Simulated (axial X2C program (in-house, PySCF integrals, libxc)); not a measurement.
# All-electron X2C curves of PbSi⁺, part 2 of 2

Computed with an in-house X2C program for linear molecules on PySCF integrals; all-electron X2C, Pb dyall-cv3z, Si dyall-v3z. The steps go on from the part before.

## Step 9: PBE0, 2c

State followed: Ω = 3/2 (excess of +ω over −ω: ω = 3/2). The scan is laid around 2.646 Å, a first estimate of the minimum, and this SCF restarts from the orbitals of the search.

The SCF at the reference distance of 2.646 Å:

```text
two-component X2C + atomic mean field  PBE0
basis functions 208  fitting functions 1158  grid points 5084
iter        total energy     max residual
   1     -21180.975126676     9.83e+00
   2     -21181.700657336     8.07e-03
   3     -21181.700598927     8.22e-03
   4     -21181.702134576     8.37e-04
   5     -21181.702136647     7.23e-04
   6     -21181.702158311     2.53e-04
   7     -21181.702162144     5.19e-05
   8     -21181.702162585     3.73e-05
   9     -21181.702162819     1.91e-05
  10     -21181.702162922     3.58e-06
  11     -21181.702162925     1.85e-06
  12     -21181.702162926     7.18e-07
converged
one-electron -29394.65240701  Coulomb 8419.15728766  exact exchange -102.29762637  xc functional -313.26914555  nuclear repulsion 229.59011267  atomic mean-field constant -20.23038432
```

Along the bond, energies from the lowest point:

```
R (Å)  E (eV)  μ (D)  HOMO (eV)  LUMO (eV)  iterations
2.302  0.4936   2.64     -12.09      -9.31          13
2.408  0.1977   2.70     -11.86      -9.16          12
2.487  0.0748   2.75     -11.70      -9.12          12
2.567  0.0140   2.81     -11.54      -9.08          13
2.646  0.0000   2.88     -11.40      -9.04          12
2.739  0.0256   2.97     -11.25      -8.99          13
2.831  0.0816   3.08     -11.12      -8.93          13
2.950  0.1803   3.25     -10.97      -8.84          14
3.096  0.3192   3.48     -10.83      -8.74          14
3.308  0.5238   3.82     -10.68      -8.61          13
```

Dipoles are positive if Si is the positive end and refer to the centre of mass.

Outer spinors at the reference distance:

```
   ω  occupied  ε (eV)              atomic character     λ mixture
-3/2       yes  -31.10                     100% Pb d  82% δ, 18% π
-1/2       yes  -31.05                     100% Pb d  62% π, 38% σ
 3/2       yes  -31.03                     100% Pb d  79% δ, 21% π
 1/2       yes  -31.02                     100% Pb d  56% π, 44% σ
 5/2       yes  -28.56                     100% Pb d        100% δ
 3/2       yes  -28.49                     100% Pb d  79% π, 21% δ
 1/2       yes  -28.49                      99% Pb d  56% σ, 44% π
-1/2       yes  -28.45                      99% Pb d  62% σ, 38% π
-5/2       yes  -28.45                     100% Pb d        100% δ
-3/2       yes  -28.39                     100% Pb d  82% π, 18% δ
 1/2       yes  -20.81   55% Pb s, 31% Si s, 7% Si p        100% σ
-1/2       yes  -19.43   67% Pb s, 20% Si s, 7% Si p        100% σ
 1/2       yes  -17.56  49% Si s, 30% Pb s, 11% Pb p        100% σ
-1/2       yes  -15.94  59% Si s, 19% Pb s, 13% Pb p        100% σ
 1/2       yes  -12.14   46% Si p, 43% Pb p, 5% Si s   92% σ, 8% π
-1/2       yes  -11.82   55% Pb p, 39% Si p, 2% Si d  86% π, 14% σ
 3/2       yes  -11.40   74% Si p, 21% Pb p, 4% Pb d        100% π
-1/2        no   -9.04   61% Si p, 30% Pb p, 4% Si s  70% σ, 30% π
 1/2        no   -8.83            60% Pb p, 36% Si p   91% π, 9% σ
-3/2        no   -8.30   54% Si p, 42% Pb p, 2% Pb d        100% π
-1/2        no   -8.02   49% Pb p, 44% Si p, 3% Pb d  82% π, 18% σ
```

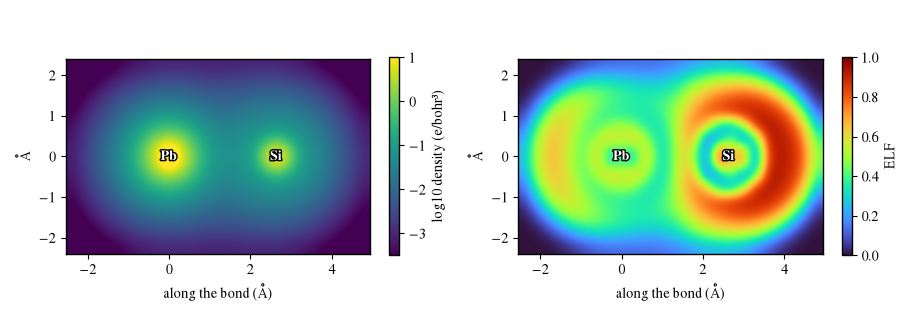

PBE0 fields in a plane through the axis, from a grid of 0.3 Å; Pb lies at z = 0 and Si at z = 2.646 Å; the ELF is damped to zero where the density is low.

Re = 2.635 Å, ωe = 248.1 cm⁻¹, ωexe = 1.42 cm⁻¹, Be = 0.09845 cm⁻¹, De = 1.87 eV, μ = 2.87 D.

## Step 10: HF, 2c

Output at 2.646 Å:

```text
two-component X2C + atomic mean field  HF
basis functions 208  fitting functions 1158  grid points 5084
iter        total energy     max residual
   1     -21175.325896496     6.84e-01
   2     -21175.364455583     9.28e-03
   3     -21175.366283058     7.30e-03
   4     -21175.366893115     2.27e-03
   5     -21175.367413895     1.96e-03
   6     -21175.367979585     1.51e-03
   7     -21175.368549671     8.25e-04
   8     -21175.368788183     4.32e-04
   9     -21175.368862222     2.79e-04
  10     -21175.368888316     2.56e-04
  11     -21175.368901600     1.47e-04
  12     -21175.368908917     8.19e-05
  13     -21175.368911152     7.03e-05
  14     -21175.368912049     4.15e-05
  15     -21175.368912246     2.00e-05
  16     -21175.368912293     1.34e-05
  17     -21175.368912314     7.70e-06
  18     -21175.368912321     3.12e-06
  19     -21175.368912322     1.44e-06
converged
one-electron -29395.44042176  Coulomb 8420.08601280  exact exchange -409.37423172  xc functional 0.00000000  nuclear repulsion 229.59011267  atomic mean-field constant -20.23038432
```

Re = 2.808 Å, ωe = 135.9 cm⁻¹, Be = 0.08671 cm⁻¹, De = 0.724 eV, μ = 3.23 D.

## Step 11: BHandHLYP, 2c

Output at 2.646 Å:

```text
two-component X2C + atomic mean field  BHandHLYP
basis functions 208  fitting functions 1158  grid points 5084
iter        total energy     max residual
   1     -21181.783189474     2.25e-01
   2     -21181.787028331     4.15e-03
   3     -21181.787332334     4.40e-03
   4     -21181.787512927     1.02e-03
   5     -21181.787641136     7.88e-04
   6     -21181.787748117     6.11e-04
   7     -21181.787842580     2.10e-04
   8     -21181.787852739     1.25e-04
   9     -21181.787856249     7.06e-05
  10     -21181.787857762     3.41e-05
  11     -21181.787858385     1.75e-05
  12     -21181.787858549     1.08e-05
  13     -21181.787858603     6.33e-06
  14     -21181.787858616     1.86e-06
  15     -21181.787858616     1.17e-06
converged
one-electron -29395.50592848  Coulomb 8420.05638188  exact exchange -204.62726125  xc functional -211.07077911  nuclear repulsion 229.59011267  atomic mean-field constant -20.23038432
```

Re = 2.690 Å, ωe = 211.2 cm⁻¹, ωexe = 1.52 cm⁻¹, Be = 0.09448 cm⁻¹, De = 1.46 eV, μ = 3.23 D.

## Step 12: MP2 and beyond, 2c

Correlated methods: 7 electrons correlated (frozen shells, counted by type: Pb 5 s, 4 p, 3 d, 1 f; Si 2 s, 1 p), 235 virtual spinors in MP2, 90 natural virtuals in coupled cluster.

Output of the correlated part at 2.646 Å:

```text
correlated 7  virtual 235  natural virtual 90  E(MP2) -0.107219621  MP2 remainder -0.002259932
iter   CCSD correlation   residual
   1     -0.122537657   1.28e-01
   2     -0.129966461   5.86e-02
   3     -0.131253093   2.79e-02
   4     -0.132081256   1.71e-02
   5     -0.132366195   9.80e-03
   6     -0.132498589   5.65e-03
   7     -0.132581436   3.30e-03
   8     -0.132576861   1.79e-03
   9     -0.132585966   8.88e-04
  10     -0.132591896   4.09e-04
  11     -0.132596831   1.67e-04
  12     -0.132597816   7.78e-05
  13     -0.132598438   4.13e-05
  14     -0.132598688   2.36e-05
  15     -0.132598982   1.41e-05
  16     -0.132599171   9.56e-06
  17     -0.132599267   6.72e-06
  18     -0.132599317   4.64e-06
  19     -0.132599342   2.60e-06
  20     -0.132599364   1.44e-06
  21     -0.132599366   7.80e-07
(T) -0.006687453  T1 0.0690  D1 0.1163  max T2 0.071
```

MP2: Re = 2.639 Å, ωe = 240.4 cm⁻¹, Be = 0.09816 cm⁻¹, De = 1.36 eV.

CCSD: Re = 2.683 Å, ωe = 228.5 cm⁻¹, ωexe = 1.79 cm⁻¹, Be = 0.09493 cm⁻¹, De = 1.39 eV. T1 at Re = 0.050 (Lee–Taylor, the printed value over √2).

CCSD(T): Re = 2.673 Å, ωe = 237.8 cm⁻¹, ωexe = 1.66 cm⁻¹, Be = 0.09568 cm⁻¹, De = 1.50 eV. T1 at Re = 0.049 (Lee–Taylor, the printed value over √2).

## Step 13: A higher determinant, 2c

State: Ω = 1/2 (excess of +ω over −ω: ω = 1/2).

Output at the reference distance:

```text
two-component X2C + atomic mean field  PBE0
basis functions 208  fitting functions 1158  grid points 5084
iter        total energy     max residual
   1     -21180.956603060     1.01e+01
   2     -21181.691659181     7.62e-03
   3     -21181.691716495     7.97e-03
   4     -21181.693166586     7.15e-04
   5     -21181.693180394     5.05e-04
   6     -21181.693191453     3.00e-04
   7     -21181.693199156     1.36e-04
   8     -21181.693203187     1.09e-04
   9     -21181.693207484     5.71e-05
  10     -21181.693209095     1.91e-05
  11     -21181.693209228     8.63e-06
  12     -21181.693209257     2.46e-06
  13     -21181.693209260     1.30e-06
  14     -21181.693209260     4.10e-07
converged
one-electron -29395.71880373  Coulomb 8420.22371450  exact exchange -102.29487031  xc functional -313.26297807  nuclear repulsion 229.59011267  atomic mean-field constant -20.23038432
```

| R (Å) | E above the lowest PBE0 point (eV) |
| --- | --- |
| 2.302 | 0.934 |
| 2.408 | 0.582 |
| 2.487 | 0.415 |
| 2.567 | 0.307 |
| 2.646 | 0.244 |
| 2.739 | 0.216 |
| 2.831 | 0.227 |
| 2.950 | 0.287 |
| 3.096 | 0.404 |

Re = 2.754 Å, ωe = 221.4 cm⁻¹, ωexe = 0.658 cm⁻¹, Be = 0.0901 cm⁻¹, μ = 3.58 D. Te = 0.22 eV.

## Step 14: The 2c curves together

Energy (eV) of the followed determinant, 2c, from each level's lowest point:

| R (Å) | PBE0 | HF | MP2 | CCSD | CCSD(T) | BHandHLYP |
| --- | --- | --- | --- | --- | --- | --- |
| 2.302 | 0.494 | 0.692 | 0.523 | n/a | n/a | 0.548 |
| 2.408 | 0.198 | 0.339 | 0.209 | 0.268 | 0.262 | 0.243 |
| 2.487 | 0.075 | 0.179 | 0.079 | 0.119 | 0.114 | 0.109 |
| 2.567 | 0.014 | 0.083 | 0.016 | 0.035 | 0.032 | 0.033 |
| 2.646 | 0.000 | 0.031 | 0.000 | 0.000 | 0.000 | 0.000 |
| 2.739 | 0.026 | 0.004 | 0.022 | 0.003 | 0.008 | 0.000 |
| 2.831 | 0.082 | 0.000 | 0.067 | 0.038 | 0.049 | 0.029 |
| 2.950 | 0.180 | 0.013 | 0.141 | 0.109 | 0.129 | 0.090 |
| 3.096 | 0.319 | 0.046 | 0.239 | n/a | n/a | 0.184 |
| 3.308 | 0.524 | 0.116 | 0.384 | n/a | n/a | 0.331 |

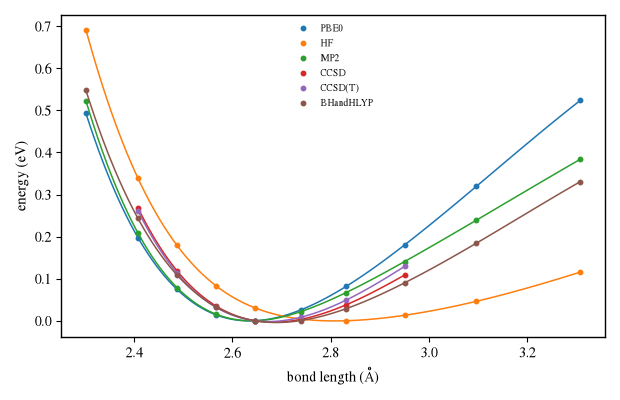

Curves of the followed state, 2c, each from its own lowest point.

Time for the job: 4.6 min (1 thread, shared host).

## Step 15: Results

This closing draws on all 2 parts.

Lowest determinant that the search found at its distance, spin-free: M_S = 3/2, Λ = 0 (beyond closed shells: σα, π+α, π-α).

Lowest determinant that the search found at its distance, 2c: Ω = 3/2 (excess of +ω over −ω: ω = 3/2).

```json
{"Hamiltonian": "spin-free", "level": "PBE0", "Re (Å)": "2.605", "ωe (cm⁻¹)": "288.3", "De (eV)": "2.55", "μ (D)": "2.35"}
{"Hamiltonian": "spin-free", "level": "HF", "Re (Å)": "2.599", "ωe (cm⁻¹)": "307", "De (eV)": "1.34", "μ (D)": "1.89"}
{"Hamiltonian": "spin-free", "level": "MP2", "Re (Å)": "2.607", "ωe (cm⁻¹)": "303", "De (eV)": "2.19", "μ (D)": "n/a"}
{"Hamiltonian": "spin-free", "level": "CCSD", "Re (Å)": "2.620", "ωe (cm⁻¹)": "291.3", "De (eV)": "2.07", "μ (D)": "n/a"}
{"Hamiltonian": "spin-free", "level": "CCSD(T)", "Re (Å)": "2.631", "ωe (cm⁻¹)": "283.3", "De (eV)": "2.22", "μ (D)": "n/a"}
{"Hamiltonian": "spin-free", "level": "BHandHLYP", "Re (Å)": "2.600", "ωe (cm⁻¹)": "293.5", "De (eV)": "2.12", "μ (D)": "2.45"}
{"Hamiltonian": "2c", "level": "PBE0", "Re (Å)": "2.635", "ωe (cm⁻¹)": "248.1", "De (eV)": "1.87", "μ (D)": "2.87"}
{"Hamiltonian": "2c", "level": "HF", "Re (Å)": "2.808", "ωe (cm⁻¹)": "135.9", "De (eV)": "0.724", "μ (D)": "3.23"}
{"Hamiltonian": "2c", "level": "MP2", "Re (Å)": "2.639", "ωe (cm⁻¹)": "240.4", "De (eV)": "1.36", "μ (D)": "n/a"}
{"Hamiltonian": "2c", "level": "CCSD", "Re (Å)": "2.683", "ωe (cm⁻¹)": "228.5", "De (eV)": "1.39", "μ (D)": "n/a"}
{"Hamiltonian": "2c", "level": "CCSD(T)", "Re (Å)": "2.673", "ωe (cm⁻¹)": "237.8", "De (eV)": "1.50", "μ (D)": "n/a"}
{"Hamiltonian": "2c", "level": "BHandHLYP", "Re (Å)": "2.690", "ωe (cm⁻¹)": "211.2", "De (eV)": "1.46", "μ (D)": "3.23"}
```

Dipoles are positive if Si is the positive end and refer to the centre of mass.

Time per point (s) on 1 thread, shared host (2c runs; CCSD comes with the CCSD(T) run); the times are rough: PBE0 2.1, HF 2.2, MP2 2.3, CCSD(T) 7.7, BHandHLYP 2.4.

What this shows: At CCSD(T), going from spin-free to two-component changes Re by +42 mÅ, ωe by -16.0 %; at least one of these shifts is too large to ignore. It costs about 1.6 times the time. De moves by -0.72 eV; both De rest on single-determinant atoms, which can miss part of an open shell's spin–orbit lowering.

De refers to Pb+ + Si, each in the lowest determinant found, which need not be this curve's own limit. Each curve is one determinant whose occupation by symmetry is held fixed; it was picked as the lowest of a PBE0 search that is not exhaustive. Dissociation energies refer to the lowest single-determinant-based atoms at the same level and basis. Density functionals use the spin component along the axis (collinear). CCSD and (T) use frozen natural virtuals with an MP2 correction for the truncation. With several unpaired electrons one determinant need not be a pure state. With the outer-core shells frozen, correlated bond lengths of heavy atoms tend to come out a few hundredths of an ångström too long. T1 at Re is 0.050 (Lee–Taylor), above the customary mark of 0.02.
